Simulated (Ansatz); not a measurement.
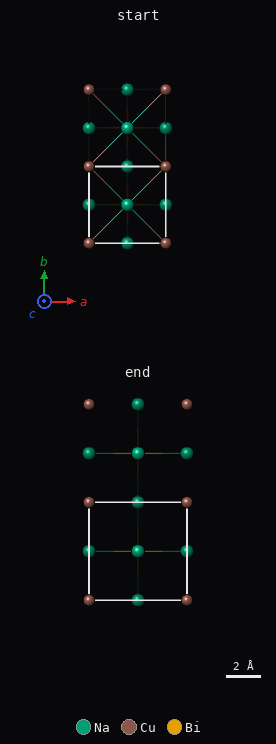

The structure of crystalline Na₃CuBi (built on the cubic perovskite type) (coarse preliminary run) before (top) and after (bottom) a relaxation, at one scale.

The picture is a ball-and-stick view of the cell of the calculation, repeated 1 × 2 × 1 with one cell outlined, seen along the c axis.

Case: cubic perovskite type (Pm-3m, No. 221).

Computed with DFT PBE, scalar-relativistic, plane waves, PAW in Ansatz. Settings: plane-wave cutoff 420 eV; k-point mesh 4 × 4 × 4; occupations gaussian; smearing width 0.1 eV; no spin polarisation; cell and atoms relaxed; force threshold 0.04 eV/Å; at most 70 steps.

### Summarise the run.

The atoms keep their places relative to the cell (all moves are under 0.005 Å). Cell: a = b = c 4.644 → 5.925 Å (+27.6 %). Volume +107.6 %. Near-neighbour distances that change, for instance: Na–Na 3.284 → 4.190 Å, Cu–Na 3.284 → 4.190 Å, Bi–Na 2.322 → 2.963 Å. The space group stays Pm-3m (No. 221). The energy falls by 1307 meV per atom in 8 accepted moves (10 points after the start). All forces vanish by symmetry, so only the cell relaxes. Pressure: 35.78 GPa at the start and 0.20 GPa at the end. At 2 points the geometry stayed and the basis and grid were re-selected for the new cell (energy shift of 84.7 meV per atom at most each time). The run took 52 s on 1 thread of Arm Neoverse V1, with other jobs on the host, peak memory 0.45 GiB.
